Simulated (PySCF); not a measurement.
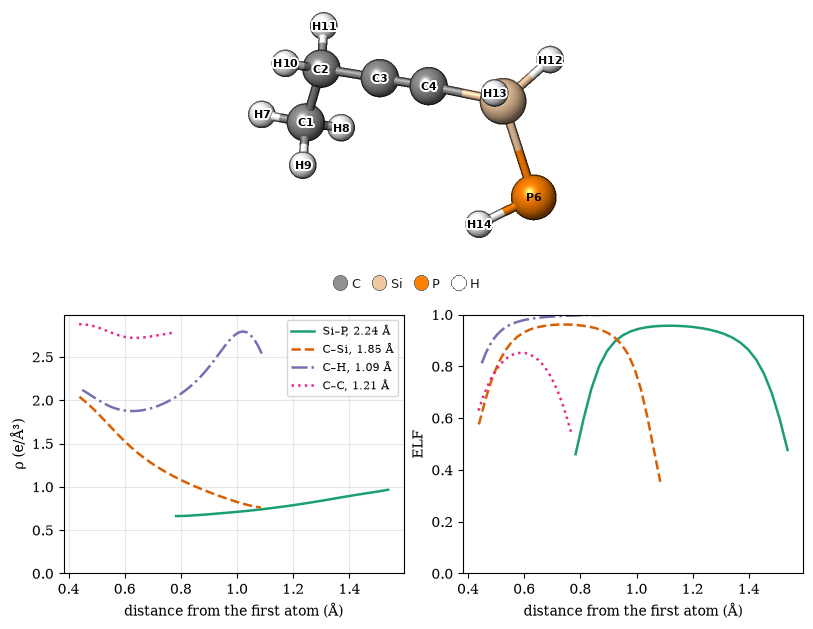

C$_{4}$H$_{8}$PSi (SMILES CCC#C[SiH2][PH]) (doublet). Electron density and ELF along straight lines between neighbouring atoms. The curves leave out the atomic cores. The structure is drawn too.

Geometry: GFN2-xTB.

The calculation used UKS B3LYP, pcH-1 on C H P Si, non-relativistic, mean-field spin-orbit, GIAO in PySCF.

```json
{"atom": "C", "x (Å)": "-2.2920", "y (Å)": "-0.8848", "z (Å)": "0.0262"}
{"atom": "C", "x (Å)": "-1.8018", "y (Å)": "0.5617", "z (Å)": "0.1125"}
{"atom": "C", "x (Å)": "-0.3662", "y (Å)": "0.6430", "z (Å)": "-0.0675"}
{"atom": "C", "x (Å)": "0.8283", "y (Å)": "0.7067", "z (Å)": "-0.2212"}
{"atom": "Si", "x (Å)": "2.6611", "y (Å)": "0.7406", "z (Å)": "-0.4404"}
{"atom": "P", "x (Å)": "3.4588", "y (Å)": "-1.3489", "z (Å)": "-0.4478"}
{"atom": "H", "x (Å)": "-3.3710", "y (Å)": "-0.9249", "z (Å)": "0.1594"}
{"atom": "H", "x (Å)": "-2.0442", "y (Å)": "-1.3106", "z (Å)": "-0.9436"}
{"atom": "H", "x (Å)": "-1.8234", "y (Å)": "-1.4926", "z (Å)": "0.7973"}
{"atom": "H", "x (Å)": "-2.0599", "y (Å)": "0.9873", "z (Å)": "1.0872"}
{"atom": "H", "x (Å)": "-2.2874", "y (Å)": "1.1662", "z (Å)": "-0.6597"}
{"atom": "H", "x (Å)": "2.9967", "y (Å)": "1.3383", "z (Å)": "-1.7351"}
{"atom": "H", "x (Å)": "3.2386", "y (Å)": "1.5089", "z (Å)": "0.6715"}
{"atom": "H", "x (Å)": "2.8618", "y (Å)": "-1.6913", "z (Å)": "0.7592"}
```

What can be read from the curves?

Answer. Si–P (2.24 Å): the density is about 0.75 e/Å³ at the midpoint; the ELF peaks at about 0.95 between the atoms, as expected for a covalent bond.
C–Si (1.85 Å): ρ is about 0.91 e/Å³ halfway; the ELF peaks at about 0.95 between the atoms (a shared electron pair).
C–H (1.09 Å): ρ at the midpoint is about 1.9 e/Å³; the ELF climbs to about 1 towards the hydrogen, as it does in any bond to H (an ordinary covalent bond to hydrogen).
C–C (1.21 Å): the density is about 2.7 e/Å³ at the midpoint; the ELF peaks at about 0.85 between the atoms; a short, multiple covalent bond.
